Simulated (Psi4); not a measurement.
# r2SCAN/cc-pVDZ run of BBrCl2 (bromodichloroborane)

What is the vertical ionisation energy of BBrCl2 (bromodichloroborane) at r2SCAN/cc-pVDZ? 

The results are computed with Psi4 1.11.

1 further run of the same task is left out (set aside as unsound or not needed).

### Step 1. The structure to begin with

BBrCl2 has 4 atoms, charge 0, and is taken as a singlet. SMILES: `ClB(Cl)Br`. The coordinates come from a PBE0-D4/def2-TZVP relaxation.

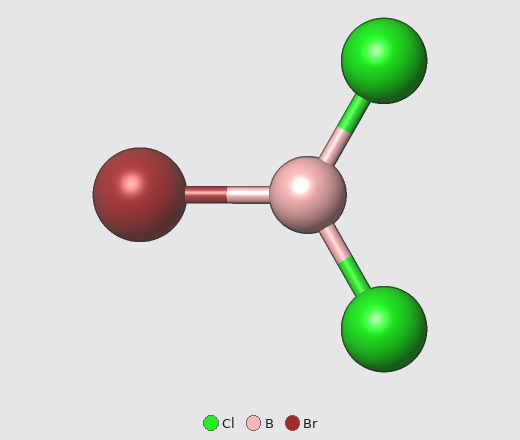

Viewed from a chosen angle; chlorine green, boron pink, bromine red.

### Step 2. A single-point energy at r2SCAN/cc-pVDZ

The input, run_ase.py:

```python
import numpy as np
from ase.calculators.psi4 import Psi4
from ase import Atoms

mol = Atoms(['Cl', 'B', 'Cl', 'Br'], positions=[
    [0.582100, 0.666000, 1.510800],
    [0.037200, -0.038100, 0.022100],
    [0.444300, -1.679200, -0.365600],
    [-1.008100, 0.991100, -1.187600],
])
calc = Psi4(atoms=mol, method='r2scan', basis='cc-pVDZ', memory='1600MB', num_threads=1, charge=0, multiplicity=1, label='calc')
calc.psi4.set_options({'puream': True, 'e_convergence': 1e-09, 'd_convergence': 1e-08, 'scf_type': 'pk', 'dft_radial_points': 99, 'dft_spherical_points': 590})
mol.calc = calc

print(f'energy: {mol.get_potential_energy():.6f} eV')
```

Started as:

```
python run_ase.py
```

calc.dat:

```text
[...]
  Running in c1 symmetry.
[...]
  Nuclear repulsion =  351.409229119585689
[...]
  Multiplicity = 1
[...]
  Nalpha       = 37
  Nbeta        = 37
[...]
    Number of basis functions: 77
[...]
   @RKS iter   1: -3519.25381127544961   -1.11309e+00   8.40886e-03 DIIS/ADIIS
[...]
   @RKS iter  10: -3519.41786397226997   -4.41105e-11   9.65929e-09 DIIS
[...]
    Orbital Energies [Eh]
    ---------------------
    Doubly Occupied:
       1A   -482.279580     2A   -101.231721     3A   -101.231705
       4A    -62.356005     5A    -56.138217     6A    -56.136553
       7A    -56.135808     8A     -9.396932     9A     -9.396893
      10A     -8.671129    11A     -7.139768    12A     -7.139749
      13A     -7.134284    14A     -7.134265    15A     -7.132006
      16A     -7.131988    17A     -6.783851    18A     -6.474961
      19A     -6.467528    20A     -6.464761    21A     -2.570025
      22A     -2.568261    23A     -2.566297    24A     -2.560737
      25A     -2.560593    26A     -0.853295    27A     -0.812823
      28A     -0.766449    29A     -0.499408    30A     -0.429294
      31A     -0.416503    32A     -0.379485    33A     -0.324867
      34A     -0.320900    35A     -0.316524    36A     -0.300967
[...]
  @RKS Final Energy: -3519.41786397226997
   => Energetics <=
    Nuclear Repulsion Energy =            351.4092291195856887
    One-Electron Energy =               -5585.9994284581161992
    Two-Electron Energy =                1867.0041345750157689
    DFT Exchange-Correlation Energy =    -151.8317992087555695
    Empirical Dispersion Energy =           0.0000000000000000
    VV10 Nonlocal Energy =                  0.0000000000000000
    Total Energy =                      -3519.4178639722699700
[...]
 Multipole Moments:
 ------------------------------------------------------------------------------------
     Multipole            Electronic (a.u.)      Nuclear  (a.u.)        Total (a.u.)
 ------------------------------------------------------------------------------------
 L = 1.  Multiply by 2.5417464519 to convert [e a0] to [Debye]
 Dipole X            :         -4.4828762            4.4863051            0.0034288
 Dipole Y            :          4.4134271           -4.4166878           -0.0032607
 Dipole Z            :         -5.1866088            5.1907745            0.0041657
 Magnitude           :                                                    0.0063042
[...]
```

On the terminal:

```text
energy: -95768.238078 eV
```

Wall time 32 s (1 thread of Intel Xeon Platinum 8488C (Sapphire Rapids), shared host); peak memory 1.1 GiB.

### Step 3. The doublet cation: energy and gradient at U-r2SCAN/cc-pVDZ

The input, bbrcl2.py:

```python
import psi4

psi4.set_memory('1600 MB')
psi4.set_num_threads(1)
psi4.core.set_output_file('bbrcl2.out', False)

m = psi4.geometry("""
1 2
Cl
B 1 1.734618
Cl 2 1.734719 1 120.13863
Br 2 1.901389 1 119.93408 3 -179.98338
units angstrom
symmetry c1
""")

options = {'reference': 'uks', 'puream': True, 'e_convergence': 1e-09, 'd_convergence': 1e-08, 'scf_type': 'pk', 'dft_radial_points': 99, 'dft_spherical_points': 590, 'maxiter': 200}
psi4.set_options(options)

energy_value, wavefunction = psi4.gradient("r2scan/cc-pVDZ", molecule=m, return_wfn=True)
psi4.oeprop(wavefunction, "DIPOLE", "QUADRUPOLE", "WIBERG_LOWDIN_INDICES", title="R2SCAN")
print('gradient / Eh bohr^-1')
print(energy_value.np.round(6))
print(f'energy = {wavefunction.energy():.10f} Eh')
for k, v in sorted(psi4.core.scalar_variables().items()):
    print(f'{k:45s} {v:18.10f}')
```

Started as:

```
python bbrcl2.py
```

bbrcl2.out:

```text
[...]
  Running in c1 symmetry.
[...]
  Nuclear repulsion =  351.409230160334801
[...]
  Multiplicity = 2
[...]
  Nalpha       = 37
  Nbeta        = 36
[...]
    Number of basis functions: 77
[...]
   @UKS iter   1: -3518.90239236549496   -7.61667e-01   7.58219e-03 DIIS/ADIIS
[...]
   @UKS iter  16: -3519.02497527173091   -1.36424e-12   4.39429e-09 DIIS
[...]
   @S^2 Observed:                7.523047734E-01
[...]
  @UKS Final Energy: -3519.02497527173091
   => Energetics <=
    Nuclear Repulsion Energy =            351.4092301603348005
    One-Electron Energy =               -5567.3717315486983352
    Two-Electron Energy =                1848.4001843243468102
    DFT Exchange-Correlation Energy =    -151.4626582077143837
    Empirical Dispersion Energy =           0.0000000000000000
    VV10 Nonlocal Energy =                  0.0000000000000000
    Total Energy =                      -3519.0249752717309093
[...]
  -Total Gradient:
     Atom            X                  Y                   Z
    ------   -----------------  -----------------  -----------------
       1       -0.000005182871    -0.003868026075    -0.004861322052
       2        0.000014309955     0.010975650676     0.006286240704
       3       -0.000005181820    -0.006176704885    -0.000887699914
       4       -0.000004112249    -0.001763433548    -0.001016657119
[...]
 Multipole Moments:
 ------------------------------------------------------------------------------------
     Multipole            Electronic (a.u.)      Nuclear  (a.u.)        Total (a.u.)
 ------------------------------------------------------------------------------------
 L = 1.  Multiply by 2.5417464519 to convert [e a0] to [Debye]
 Dipole X            :         -0.0012627            0.0013824            0.0001197
 Dipole Y            :          6.7776665           -7.0712102           -0.2935437
 Dipole Z            :          3.9023416           -4.0713879           -0.1690462
 Magnitude           :                                                    0.3387397
 L = 2.  Multiply by 1.3450342976 to convert [e a0^2] to [Debye ang]
 Quadrupole XX       :        -33.3737361            0.0000151          -33.3737211
 Quadrupole XY       :          0.0712129           -0.0725993           -0.0013865
[...]
```

Standard output:

```text
gradient / Eh bohr^-1
[[-5.0000e-06 -3.8680e-03 -4.8610e-03]
 [ 1.4000e-05  1.0976e-02  6.2860e-03]
 [-5.0000e-06 -6.1770e-03 -8.8800e-04]
 [-4.0000e-06 -1.7630e-03 -1.0170e-03]]
energy = -3519.0249752717 Eh
CURRENT ENERGY                                  -3519.0249752717
CURRENT REFERENCE ENERGY                        -3519.0249752717
DD SOLVATION ENERGY                                 0.0000000000
DFT FUNCTIONAL TOTAL ENERGY                     -3519.0249752717
DFT TOTAL ENERGY                                -3519.0249752717
DFT VV10 ENERGY                                     0.0000000000
DFT XC ENERGY                                    -151.4626582077
GRID ELECTRONS ALPHA                               37.0000001226
GRID ELECTRONS BETA                                36.0000001261
GRID ELECTRONS TOTAL                               73.0000002487
NUCLEAR REPULSION ENERGY                          351.4092301603
ONE-ELECTRON ENERGY                             -5567.3717315487
PCM POLARIZATION ENERGY                             0.0000000000
PE ENERGY                                           0.0000000000
SCF ITERATION ENERGY                            -3519.0249752717
SCF ITERATIONS                                     16.0000000000
SCF TOTAL ENERGY                                -3519.0249752717
TWO-ELECTRON ENERGY                              1848.4001843243
XC GRID RADIAL POINTS                              99.0000000000
XC GRID SPHERICAL POINTS                          590.0000000000
XC GRID TOTAL POINTS                           214655.0000000000
```

It took 1.9 min on 1 thread of Intel Xeon Platinum 8488C (Sapphire Rapids), shared host; peak memory 1 GiB.

### Step 4. What came out

At r2SCAN/cc-pVDZ:

| quantity | value |
| --- | --- |
| singlet BBrCl2: total energy | -3519.41786 Eh |
| singlet BBrCl2: dipole moment | 0.02 D |
| singlet BBrCl2: HOMO energy | -7.59 eV |
| singlet BBrCl2: LUMO energy | -2.29 eV |
| singlet BBrCl2: HOMO–LUMO gap | 5.30 eV |
| doublet cation: total energy | -3519.02498 Eh |
| doublet cation: HOMO energy (highest over α and β) | -14.52 eV |
| doublet cation: LUMO energy (lowest over α and β) | -13.71 eV |
| doublet cation: ⟨S²⟩ | 0.752 |
| doublet cation: largest force on an atom | 0.650 eV/Å |
| vertical ionisation energy (to the doublet cation) | 10.691 eV |

What this shows: Removing an electron at fixed nuclei costs 10.69 eV (1032 kJ/mol). The negative HOMO energy of the first species, 7.59 eV, lies 3.10 eV below that difference.
